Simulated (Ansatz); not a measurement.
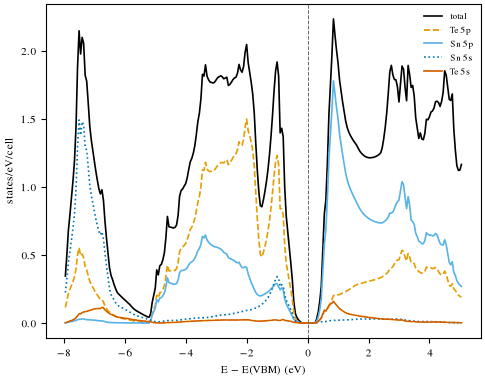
Fig. 1. Total and projected density of states of SnTe (rock salt, Fm-3m), PBE in the plane-wave PAW code Ansatz

**Question.** Which orbitals carry the states next to the gap?

**Answer.** Top 1 eV of the valence band: Te 5p 59 %, Sn 5s 20 %, Sn 5p 17 %. Bottom 1 eV of the conduction band: Sn 5p 78 %, Te 5p 10 %, Te 5s 8 %. Projections are on Löwdin-orthogonalised atomic valence shells; empty p or d shells of many metals are not among them.

**Question.** Where is the tallest occupied peak in this window, and what makes it?

**Answer.** Near -7.5 eV, about 2.1 states/eV per cell; the largest projected share is Sn 5s.

Symmetry was held in the PBE relaxation. Spin–orbit coupling is left out wherever it is not named.

Potentials: the later of the program's two PAW sets.
